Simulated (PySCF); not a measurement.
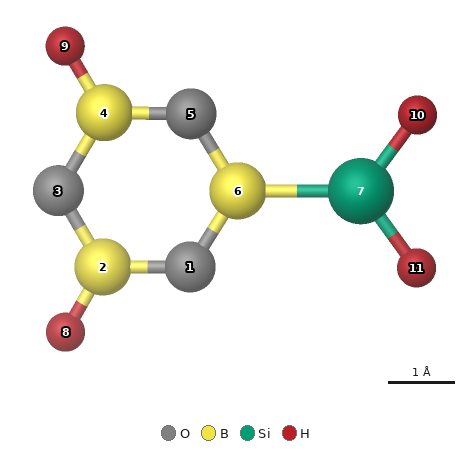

**Figure 1.** The starting structure (ball-and-stick view, seen on its broad side; atoms are numbered from 1 in the order of the input).

**Geometry relaxation of B$_{3}$SiH$_{4}$O$_{3}$**

- system: B$_{3}$SiH$_{4}$O$_{3}$, multiplicity 2, SMILES [SiH2]B1OBOBO1
- method: PBE0-D3(BJ)/def2-SVP geometry optimisation, gas phase (PySCF 2.14.0)

Output:
```
step   0  E = -591.57148044  max force = 0.031409
step   1  E = -591.57878601  max force = 0.011083
step   2  E = -591.57919600  max force = 0.004575
step   3  E = -591.57924086  max force = 0.001166
step   4  E = -591.57925198  max force = 0.000478
step   5  E = -591.57925577  max force = 0.000295
optimisation converged
```

Trajectory as extended XYZ (Å, eV, eV/Å), 6 frames, from step=0 to step=5:
```
11
Properties=species:S:1:pos:R:3:forces:R:3 step=0 energy=-16097.47991
O    -0.5168   -0.1292   -1.0619    0.5467   1.5038  -0.2336
B    -1.0866   -1.3261   -0.8563    0.1293  -0.4827   0.5219
O    -0.9012   -1.9719    0.3220    0.6609   0.0438   1.0366
B    -0.0976   -1.3824    1.3061   -1.4946  -1.3658  -0.4503
O     0.4155   -0.1735    1.1018    0.7636   1.4084  -0.1538
B     0.2247    0.5112   -0.0870   -0.6153  -1.6151   0.0894
Si    1.0025    2.2120   -0.3717    0.5125   1.1107  -0.1477
H    -1.7147   -1.8210   -1.6935   -0.7293  -0.5125  -0.9010
H     0.0323   -1.9382    2.3453    0.1937  -0.2738   0.3329
H     1.8119    2.9698    0.5795    0.2600   0.0390   0.5549
H     0.8628    3.0208   -1.5740   -0.2275   0.1441  -0.6492
11
Properties=species:S:1:pos:R:3:forces:R:3 step=1 energy=-16097.67871
O    -0.4490   -0.1538   -1.0685   -0.1286  -0.2284  -0.0740
B    -1.0160   -1.3849   -0.8640    0.0361   0.1226  -0.0110
O    -0.8306   -2.0164    0.3413   -0.4242  -0.2998  -0.5039
B    -0.1136   -1.4390    1.3322    0.5699   0.3727   0.4781
O     0.4565   -0.2019    1.1268   -0.1069  -0.2419   0.1078
B     0.2941    0.4455   -0.0758   -0.0388  -0.0092   0.0681
Si    1.0961    2.2079   -0.3761    0.0723   0.0989  -0.0069
H    -1.6721   -1.9014   -1.7289    0.0197  -0.0078   0.0191
H     0.0545   -2.0082    2.3811   -0.0495   0.0563  -0.0418
H     1.8909    2.8910    0.6764    0.0103   0.0657  -0.0377
H     0.8888    2.9466   -1.6469    0.0397   0.0710   0.0022
11
Properties=species:S:1:pos:R:3:forces:R:3 step=2 energy=-16097.68986
O    -0.4538   -0.1614   -1.0651    0.0164   0.0297   0.0313
B    -1.0224   -1.3904   -0.8650    0.0444   0.0172   0.0360
O    -0.8392   -2.0296    0.3356   -0.0444  -0.0731  -0.0823
B    -0.1021   -1.4521    1.3323    0.0464   0.2352   0.0921
O     0.4544   -0.2117    1.1308   -0.0312  -0.1497  -0.0018
B     0.2887    0.4441   -0.0699   -0.0320  -0.0375  -0.0095
Si    1.1012    2.2168   -0.3712   -0.0139  -0.0171  -0.0406
H    -1.6745   -1.9054   -1.7328   -0.0053  -0.0028  -0.0021
H     0.0469   -2.0090    2.3874    0.0117  -0.0274  -0.0313
H     1.9009    2.9277    0.6598   -0.0073  -0.0001   0.0017
H     0.8995    2.9563   -1.6442    0.0153   0.0256   0.0064
11
Properties=species:S:1:pos:R:3:forces:R:3 step=3 energy=-16097.69108
O    -0.4572   -0.1617   -1.0644    0.0284   0.0408   0.0323
B    -1.0214   -1.3919   -0.8632   -0.0098  -0.0315   0.0153
O    -0.8406   -2.0316    0.3368    0.0016   0.0196   0.0230
B    -0.1068   -1.4468    1.3367    0.0600   0.0545  -0.0440
O     0.4537   -0.2121    1.1300   -0.0400  -0.0473   0.0005
B     0.2856    0.4440   -0.0708   -0.0099   0.0006  -0.0288
Si    1.1009    2.2170   -0.3772   -0.0108  -0.0380  -0.0072
H    -1.6718   -1.9086   -1.7314   -0.0012  -0.0029  -0.0076
H     0.0540   -2.0109    2.3852   -0.0205  -0.0098   0.0054
H     1.8959    2.9210    0.6619   -0.0030   0.0087   0.0004
H     0.9075    2.9669   -1.6459    0.0050   0.0054   0.0106
11
Properties=species:S:1:pos:R:3:forces:R:3 step=4 energy=-16097.69139
O    -0.4574   -0.1622   -1.0643    0.0103   0.0169   0.0081
B    -1.0216   -1.3926   -0.8621   -0.0121  -0.0246   0.0086
O    -0.8403   -2.0309    0.3383    0.0062   0.0106   0.0018
B    -0.1036   -1.4457    1.3357    0.0069   0.0154  -0.0060
O     0.4552   -0.2120    1.1284   -0.0046  -0.0154   0.0033
B     0.2861    0.4433   -0.0725   -0.0082   0.0122  -0.0241
Si    1.1009    2.2154   -0.3792    0.0048  -0.0204   0.0032
H    -1.6725   -1.9101   -1.7300    0.0027   0.0009  -0.0024
H     0.0524   -2.0093    2.3854   -0.0028  -0.0061   0.0036
H     1.8914    2.9199    0.6632   -0.0030   0.0076   0.0001
H     0.9092    2.9696   -1.6452   -0.0002   0.0029   0.0038
11
Properties=species:S:1:pos:R:3:forces:R:3 step=5 energy=-16097.69149
O    -0.4582   -0.1627   -1.0645   -0.0022   0.0029  -0.0043
B    -1.0224   -1.3936   -0.8612    0.0006  -0.0117   0.0040
O    -0.8402   -2.0303    0.3397   -0.0027   0.0015  -0.0064
B    -0.1024   -1.4446    1.3359   -0.0070  -0.0110   0.0035
O     0.4561   -0.2121    1.1268    0.0112   0.0083   0.0088
B     0.2861    0.4430   -0.0743   -0.0084   0.0052  -0.0077
Si    1.1025    2.2136   -0.3803    0.0152  -0.0022   0.0000
H    -1.6723   -1.9122   -1.7292    0.0013   0.0025   0.0011
H     0.0526   -2.0088    2.3858    0.0017   0.0024   0.0003
H     1.8878    2.9224    0.6634   -0.0055   0.0004   0.0024
H     0.9101    2.9706   -1.6444   -0.0043   0.0018  -0.0016
```

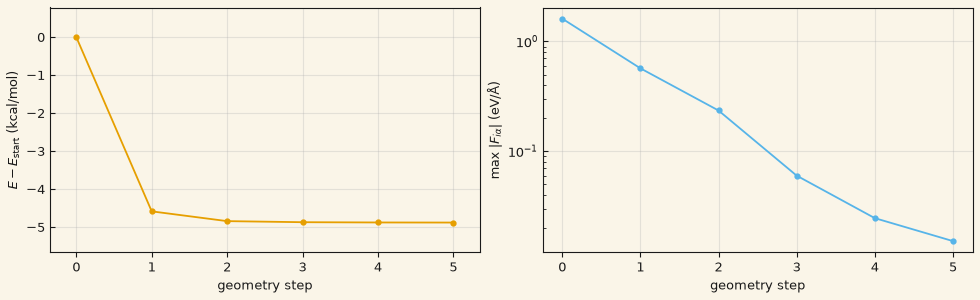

**Figure 2.** Progress of the relaxation, step by step (steps are counted from 0).

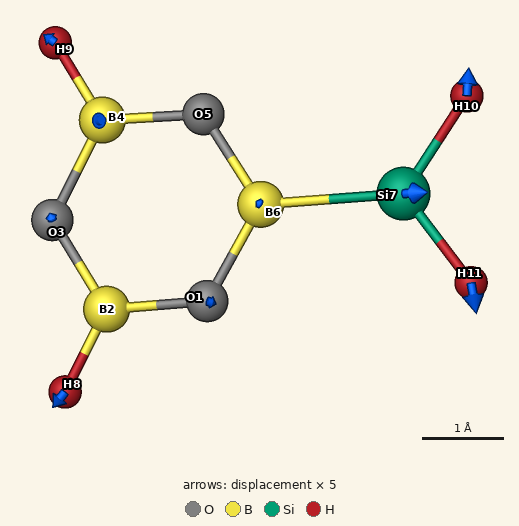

**Figure 3.** The starting structure with the displacements as blue arrows, magnified 5 times (ball-and-stick view, seen at a tilt). The two geometries are laid on each other by the best rigid fit. The atom that moves furthest after the best rigid fit is H11 (0.081 Å). By element the largest moves are H 0.081 Å, Si 0.073 Å, B 0.042 Å, O 0.027 Å. Distances before and after: B6–Si7 1.892 → 1.974 Å, B2–H8 1.158 → 1.202 Å, B4–O5 1.329 → 1.369 Å, O3–B4 1.401 → 1.371 Å. Among the angles that change: H10–Si7–H11 107.6° → 115.0°, B6–Si7–H10 126.6° → 122.5°, B6–Si7–H11 125.8° → 122.4°. Over 5 geometry steps the energy falls by 4.88 kcal/mol. Largest force component: 1.6 eV/Å at the start, 0.015 eV/Å at the end. (Atoms are counted from 1 in the order of the input.)

This output came from the following input.

The input:
```
{"job": {"xc": "PBE0", "basis": "def2-SVP", "d3": "d3bj", "grid": 2, "kind": "geom", "shake": 0.01}, "charge": 0, "multiplicity": 2}
O     -0.516818    -0.129191    -1.061873
B     -1.086601    -1.326135    -0.856294
O     -0.901237    -1.971888     0.321961
B     -0.097633    -1.382451     1.306134
O      0.415529    -0.173464     1.101771
B      0.224678     0.511217    -0.086960
Si     1.002471     2.212004    -0.371735
H     -1.714647    -1.821032    -1.693507
H      0.032253    -1.938145     2.345312
H      1.811891     2.969806     0.579535
H      0.862801     3.020778    -1.574044
```

The first line tells a small driver script what to run in PySCF; the rest is the geometry in Å.

Command:
```bash
OMP_NUM_THREADS=1 python <driver script> task.json out
```

Results in brief:

- outcome: converged
- total energy: −591.579256 hartree
- ⟨S²⟩: 0.755
- dipole moment: 0.44 D
- point group: C2v
- hardware: 1 CPU thread, shared host
- wall time: 69 s
- peak memory: 0.64 GiB
